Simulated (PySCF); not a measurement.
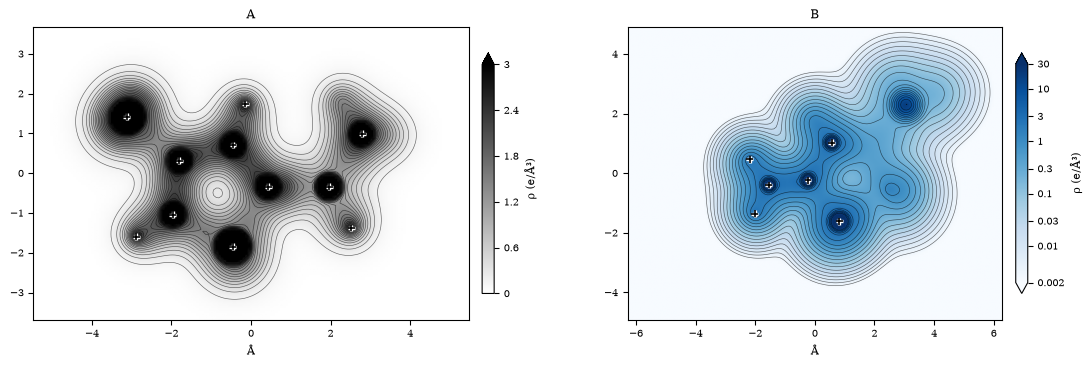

The total electron density of 2 systems, each on a plane through atoms (crosses mark nuclei in the plane).

Computed with PySCF 2.14.0, wB97X-D/def2-SVPD, SCF density, gas phase.

System 1: C$_{4}$H$_{9}$AlBCl, the plane of atoms C4, C5 and C6. Geometry: GFN2-xTB.

```tsv
atom	x (Å)	y (Å)	z (Å)
B	-0.9405	-1.4331	0.3478
C	-0.6189	0.1031	0.7792
Al	-2.3017	1.1331	0.4798
C	0.3705	0.6466	-0.2747
C	1.4837	-0.3306	-0.4564
C	2.7651	-0.0973	-0.6701
Cl	0.8975	-1.9615	-0.2799
H	-1.2081	-2.1998	1.2049
H	-1.6031	-1.5327	-0.6420
H	-0.1324	0.1430	1.7638
H	-3.5451	1.2514	1.3974
H	-2.4150	1.8752	-0.8878
H	-0.1611	0.7605	-1.2317
H	0.7867	1.6218	-0.0087
H	3.4930	-0.8834	-0.7638
H	3.1217	0.9125	-0.7692
```

System 2: C$_{5}$H$_{6}$BClS (SMILES CBc1cc(Cl)cs1), the plane of atoms C3, S8 and C7. Geometry: GFN2-xTB.

| atom | x (Å) | y (Å) | z (Å) |
| --- | --- | --- | --- |
| C | -2.4852 | 0.2767 | 0.2552 |
| B | -1.3890 | -0.7933 | 0.6062 |
| C | 0.1072 | -0.4849 | 0.4837 |
| C | 0.7458 | 0.6617 | 0.0716 |
| C | 2.1477 | 0.5633 | 0.0812 |
| Cl | 3.1954 | 1.8459 | -0.3894 |
| C | 2.5991 | -0.6558 | 0.5024 |
| S | 1.3031 | -1.6964 | 0.8876 |
| H | -2.1219 | 1.2977 | 0.1827 |
| H | -3.3080 | 0.2609 | 0.9674 |
| H | -2.9272 | 0.0236 | -0.7095 |
| H | -1.7081 | -1.8683 | 0.9483 |
| H | 0.2255 | 1.5513 | -0.2322 |
| H | 3.6147 | -0.9829 | 0.6027 |

**Match each panel to its system.**

Panel A is system 2, C$_{5}$H$_{6}$BClS: the plane holds C, B, Cl, S and H. C–C (1.37 Å): ρ at the midpoint is about 2.2 e/Å³. Panel B is system 1, C$_{4}$H$_{9}$AlBCl: the plane holds C, Cl and H. C–C (1.32 Å): ρ is about 2.3 e/Å³ halfway.
